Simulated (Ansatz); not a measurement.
System: CH4F2InN.

| atom | x (Å) | y (Å) | z (Å) |
| --- | --- | --- | --- |
| C | -0.3728 | -0.8134 | -0.1081 |
| N | -0.2902 | -0.5664 | 1.2625 |
| In | 1.0297 | 2.7054 | -0.3019 |
| F | 0.0211 | 0.2951 | -0.9320 |
| F | 0.9587 | 3.0984 | -2.2700 |
| H | -1.4079 | -1.0348 | -0.4077 |
| H | 0.2948 | -1.6371 | -0.4014 |
| H | -0.9272 | 0.1459 | 1.6092 |
| H | 0.6510 | -0.4130 | 1.6148 |

Core potentials replace the inner electrons of In; at this geometry the atoms fall into two loosely joined parts.

The calculation used RKS B3LYP-D4/def2-SVP (Ansatz 0.2.0).

Question: What will maps of the electron density and electron localisation function show?

Answer: C–N (1.40 Å): ρ is about 2.2 e/Å³ halfway; the ELF peaks at about 0.95 between the atoms; a covalent bond.
C–F (1.44 Å): ρ at the midpoint is about 1.8 e/Å³, with its minimum of 1.4 e/Å³ about 0.5 Å from C; the ELF peaks at about 0.85 between the atoms (a shared but strongly polarised pair).
In–F (2.01 Å): the density is about 0.63 e/Å³ at the midpoint; the ELF peaks at about 0.85 in the valence shell of F, 0.5 Å from its nucleus, and drops to about 0.10 between the two atoms.

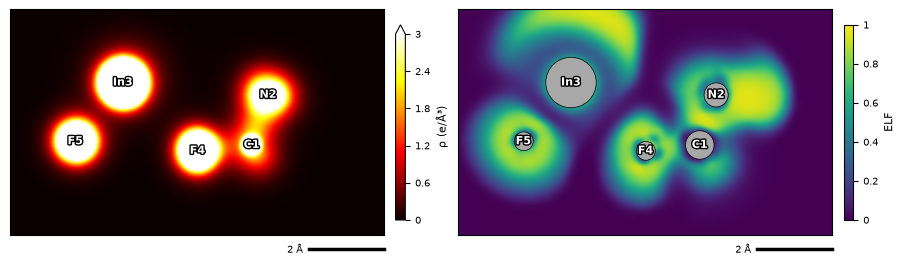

Computed electron density and electron localisation function on the plane of atoms N2, C1 and F4, in this order. Grey discs cover the atomic cores in the ELF map. 
